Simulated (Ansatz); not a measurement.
# C₂H₁₀AsBO: how energies converge with the basis set

How large a basis does C₂H₁₀AsBO need? Two functionals are run in growing sets.

Program: Ansatz 0.2.0, Gaussian basis. Level of theory: one geometry, several basis sets. These are calculated values, not measurements.

Levels to be run: PBE0-D4/def2-SVP; ωB97M-V/def2-SVP; PBE0-D4/def2-QZVPP; ωB97M-V/def2-QZVPP; the functionals' def2-TZVPP values are taken from earlier runs.

### 1 The geometry

The geometry comes from an earlier relaxation with PBE0-D4 in a triple-zeta def2 set; it is a stationary point, not always the lowest conformer.

15 atoms, charge 0, spin multiplicity 1.

Atoms are counted from 1 here; the program's logs count them from 0.

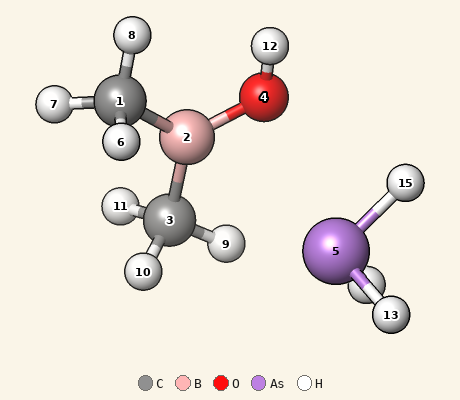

The geometry (carbon grey, boron pink, oxygen red, arsenic purple, hydrogen white); atoms are numbered from 1 in the order of the file.

### 2 PBE0-D4 in def2-SVP

in.yaml

```yaml
crystal:
  periodic: [false, false, false]
  atoms:
    - {symbol: C, position_ang: [-1.118776, -0.381780, 1.628655]}
    - {symbol: B, position_ang: [-0.136870, -0.846558, 0.489665]}
    - {symbol: C, position_ang: [1.421798, -0.809170, 0.663282]}
    - {symbol: O, position_ang: [-0.612753, -1.300152, -0.708331]}
    - {symbol: As, position_ang: [0.024790, 1.945253, -1.701721]}
    - {symbol: H, position_ang: [-1.109260, 0.714207, 1.668078]}
    - {symbol: H, position_ang: [-0.792076, -0.721699, 2.615221]}
    - {symbol: H, position_ang: [-2.158361, -0.692232, 1.486217]}
    - {symbol: H, position_ang: [1.960731, -0.974212, -0.271309]}
    - {symbol: H, position_ang: [1.755034, 0.134828, 1.104471]}
    - {symbol: H, position_ang: [1.727255, -1.592281, 1.367844]}
    - {symbol: H, position_ang: [-1.572679, -1.321160, -0.742297]}
    - {symbol: H, position_ang: [0.340990, 3.192287, -2.516449]}
    - {symbol: H, position_ang: [1.189549, 1.175408, -2.299127]}
    - {symbol: H, position_ang: [-0.941270, 1.426363, -2.754597]}
basis:
  gaussian: {orbitals: def2-SVP}
hamiltonian: {xc: pbe0, dispersion: d4}
output: {orbitals: {seedname: orbitals}}
```

On the command line:

```console
> ansatz run in.yaml --threads 4 --pin off --events-out ev --progress --plain --max-ram 11315MiB
```

The runs that follow: ωB97M-V in def2-SVP; PBE0-D4 in def2-QZVPP; ωB97M-V in def2-QZVPP.

**Question.** What will the summary of the whole plan be? Wanted: PBE0-D4: double and triple zeta above quadruple; ωB97M-V: double and triple zeta above quadruple.

**Answer**, as computed:

```
                                       quantity           value
PBE0-D4: double and triple zeta above quadruple  14.75, 1.61 eV
ωB97M-V: double and triple zeta above quadruple  14.98, 1.57 eV
```

**Reading.** PBE0-D4 gains 13.14 eV from double to triple zeta, then 1.61 eV more. Total energies overstate the basis error of differences, where much of it tends to cancel. The LUMO of ωB97M-V is positive and keeps falling with the basis (2.57 to 1.27 eV): an unbound level that the basis holds in place.
